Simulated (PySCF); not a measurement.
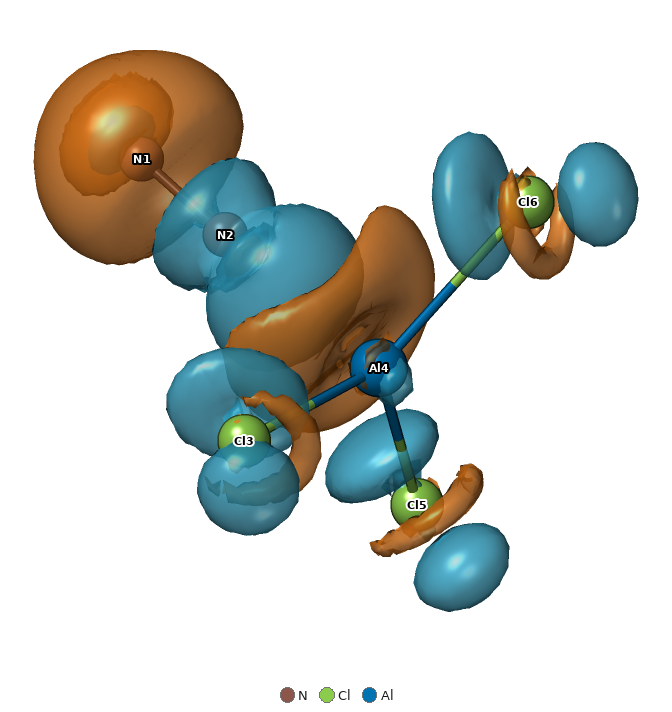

Figure. AlCl$_{3}$N$_{2}$, SMILES `N#N.Cl[Al](Cl)Cl`. Density of the complex less the densities of the two fragments at the same geometry, ±0.01 e/Å³ (light blue: gain, orange: loss). Fragment A: N2 (atoms 1–2); fragment B: AlCl3.

Level of theory: r2SCAN/def2-SVP (PySCF), at a geometry from GFN2-xTB. GFN2-xTB bond lengths at metals and heavier atoms can be off by up to 0.1 Å and shapes distorted, which carries into these values.

Geometry (Å), atoms numbered from 1:

```
N1       0.7996   -0.0121    2.6894
N2       0.4417   -0.0058    1.6552
Cl3      0.8833   -1.7298   -0.7802
Al4     -0.0961    0.0020   -0.2917
Cl5     -2.1232   -0.0481   -0.0381
Cl6      0.8023    1.7837   -0.7476
```

> Which way does charge flow?

Hirshfeld charges show 0.067 e passing from A to B. By Hirshfeld charges, electrons gather most on N2 (−0.029 e) and leave N1 most (+0.096 e); 0.24 e is displaced in all, which induces a dipole of 1.70 D.

> What is the interaction energy, and which contacts carry it?

The counterpoise-corrected interaction energy of the frozen fragments is −6.5 kcal/mol without dispersion correction and −7.2 kcal/mol with D3(BJ). The pair geometry is semi-empirical, not a minimum at this level. Contacts: N2···Al4, 2.02 Å, ρ = 0.043 a.u. The pose is a local one from a semi-empirical search, not shown to be the most stable.

Run time: 65 s on 1 thread of Arm Neoverse V1 (shared host), peak memory 0.49 GiB.
